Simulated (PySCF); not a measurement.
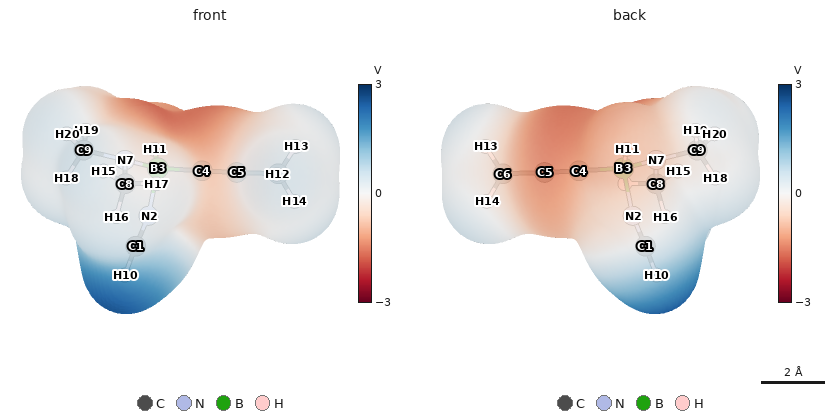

The picture shows: C6H11BN2. The electrostatic potential painted on the density surface at 0.001 e/bohr³, seen from the front and from behind; red is negative and blue positive.

Geometry: GFN2-xTB.

These are results of PySCF 2.14.0, PBE0/pcSseg-1, SCF density, gas phase, non-relativistic, not measurements.

```yaml
atoms:
  - { symbol: C, position_ang: [-1.2072, 0.1455, -2.1837] }
  - { symbol: N, position_ang: [-0.6191, 0.8857, -1.5198] }
  - { symbol: B, position_ang: [-0.0444, 1.0896, -0.0428] }
  - { symbol: C, position_ang: [1.3430, 0.4064, -0.1413] }
  - { symbol: C, position_ang: [2.4208, -0.1235, -0.2092] }
  - { symbol: C, position_ang: [3.7256, -0.7555, -0.2686] }
  - { symbol: N, position_ang: [-1.0448, 0.3321, 0.7499] }
  - { symbol: C, position_ang: [-1.1859, -1.0607, 0.4917] }
  - { symbol: C, position_ang: [-2.2885, 0.9686, 1.0968] }
  - { symbol: H, position_ang: [-1.7323, -0.4787, -2.8513] }
  - { symbol: H, position_ang: [-0.0278, 2.2540, 0.1663] }
  - { symbol: H, position_ang: [3.6708, -1.7741, 0.1180] }
  - { symbol: H, position_ang: [4.4429, -0.1917, 0.3282] }
  - { symbol: H, position_ang: [4.0776, -0.7900, -1.3004] }
  - { symbol: H, position_ang: [-1.8086, -1.5407, 1.2488] }
  - { symbol: H, position_ang: [-1.6646, -1.2425, -0.5048] }
  - { symbol: H, position_ang: [-0.2033, -1.5298, 0.4741] }
  - { symbol: H, position_ang: [-3.0190, 0.9394, 0.2718] }
  - { symbol: H, position_ang: [-2.1023, 2.0083, 1.3545] }
  - { symbol: H, position_ang: [-2.7382, 0.4683, 1.9594] }
```

**Describe the electrostatic potential map.**

The most negative region (about −1.6 V) lies over C4 and N7, the most positive (about +2.5 V) over H10.

**How polar is the molecule by this calculation?**

Its dipole moment is 4.79 D.
